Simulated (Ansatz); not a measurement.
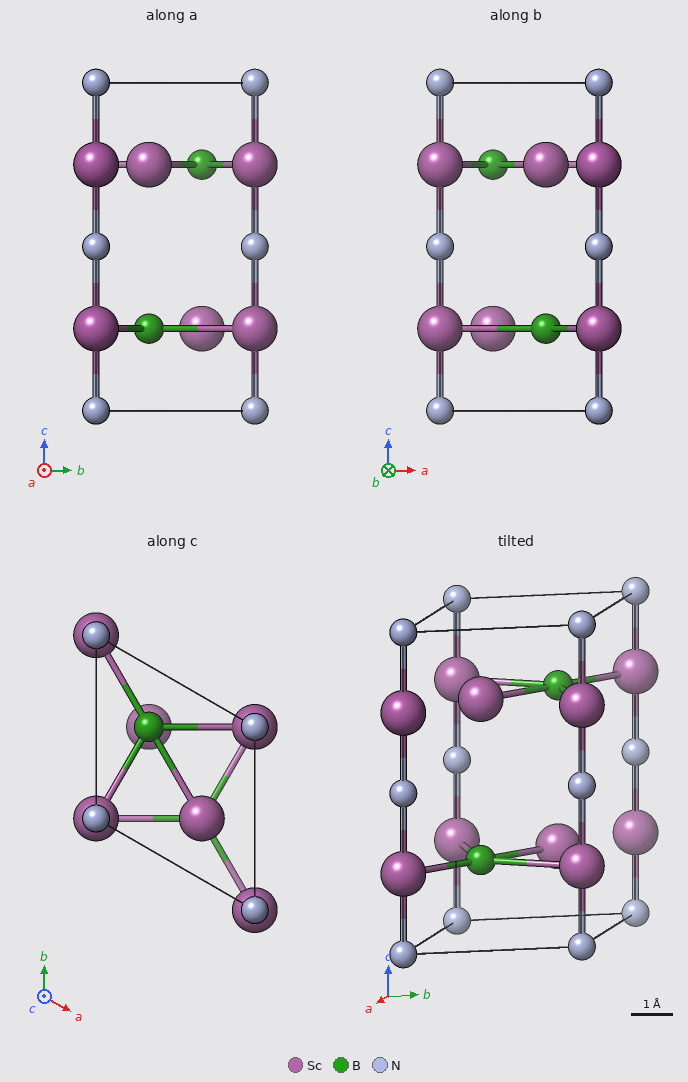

The figure gives a ball-and-stick picture of the atoms, viewed along the a axis, along the b axis, along the c axis and slightly off an axis. The parallelepiped is the conventional unit cell.

Lattice parameters: a = 4.506 Å, b = 4.506 Å, c = 8.064 Å, α = 90.00°, β = 90.00°, γ = 120.00°.

**Express the structure as a table of Wyckoff sites.**

Space group P6_3/mmc (No. 194).
```
atom  site       x       y       z
  Sc    2c  0.3333  0.6667  0.2500
  Sc    2b  0.0000  0.0000  0.2500
   B    2d  0.3333  0.6667  0.7500
   N    2a  0.0000  0.0000  0.0000
```

The structure was taken from a random cell made by a generator, so it need not be a real form of the compound. Earlier steps of the study, as a rule a relaxation of our own, may have changed the cell and positions, so they can lie some per cent off the listed ones. Ansatz was used for an electronic-structure calculation on it.
